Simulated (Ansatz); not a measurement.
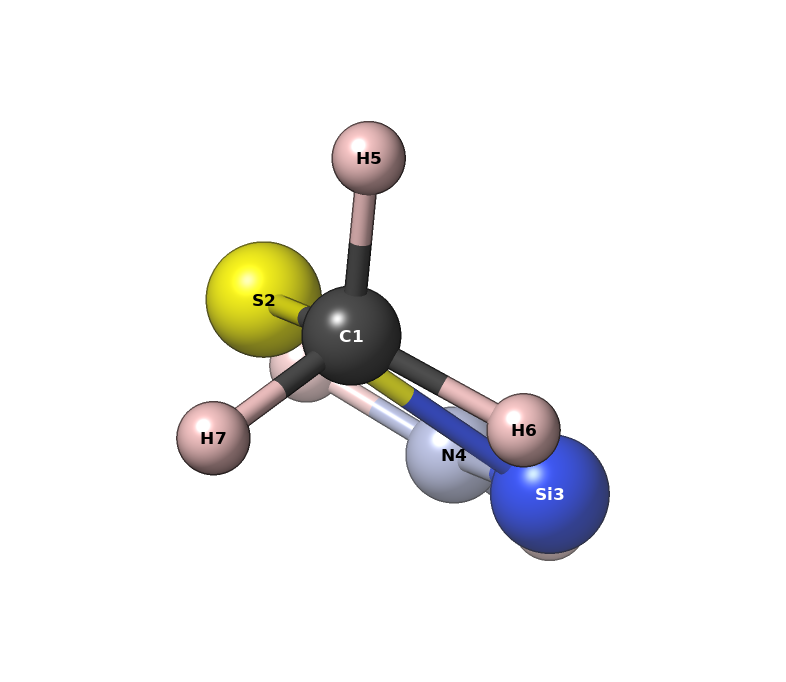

S2 lies behind C1. The molecule seen a little off the C1–S2 bond, C1 in front. Atoms fade into the background with distance from the viewer. Computed geometry: PBE-D4/def2-SVP optimisation. No frequency run is at hand to confirm it as a minimum.

What is the torsion angle H5–C1–S2–Si3? The sign is positive where the front bond must turn clockwise to cover the back bond.

Answer. 124°, anticlinal.
